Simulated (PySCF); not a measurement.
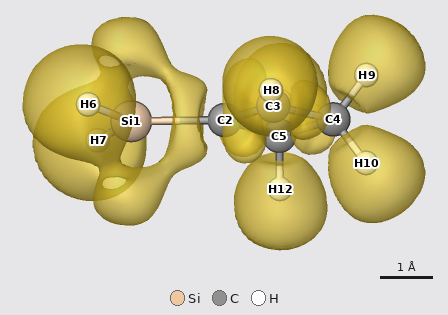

C4H7Si (doublet). Isosurface of the ELF at 0.75 (yellow), seen from one side. Only the valence region is drawn (cores and ρ < 0.01 e/Å³ removed).

Geometry: GFN2-xTB.

Computed with UKS B3LYP, pcH-1 on C H Si, non-relativistic, mean-field spin-orbit, GIAO in PySCF.

```xyz
12

Si    2.1856   -0.0784    0.6620
C     0.4441   -0.1478    0.1564
C    -0.5159   -1.1039    0.0362
C    -1.5720   -0.1578   -0.4440
C    -0.4974    0.9465   -0.3180
H     2.9104   -1.2557    1.0898
H     2.8882    1.1882    0.6551
H    -0.5392   -2.1626    0.2163
H    -1.9349   -0.3306   -1.4589
H    -2.4313   -0.0370    0.2183
H    -0.2169    1.4209   -1.2574
H    -0.7196    1.7176    0.4183
```

What do the ELF domains correspond to?

The ELF exceeds this value in four regions between bonded C–C atoms (shared pairs), five regions around hydrogen nuclei and one joined region spread over several atoms (H, Si), in which their bonds and any lone pairs are merged. Along the contacts the grid gives the following. C–C (1.36 Å): the ELF peaks at about 0.90 between the atoms: a covalent bond. C–Si (1.81 Å): the ELF peaks at about 0.95 between the atoms (a covalent bond).
